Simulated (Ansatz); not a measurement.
Bands of a (14,0) AlN nanotube, along its axis.

All values below come from PBE (plane waves to 420 eV, PAW; Ansatz, an electronic-structure program). Mesh 1×1×6. No spin polarisation. Isolated but for its images some 11 Å away. A hypothetical model, rolled from the flat sheet. Symmetry and one short period hold its shape; lower forms weren't sought.

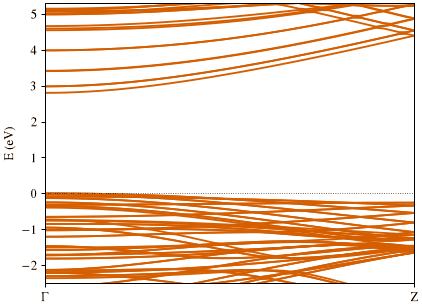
Figure: Bands from the zone centre to the zone edge (period 5.41 Å); the dotted line marks the highest filled level

Q: Is it a metal or a semiconductor at this level? Give what the bands show.

A: A semiconductor in PBE.
- PBE gap: 2.80 eV, direct at Γ
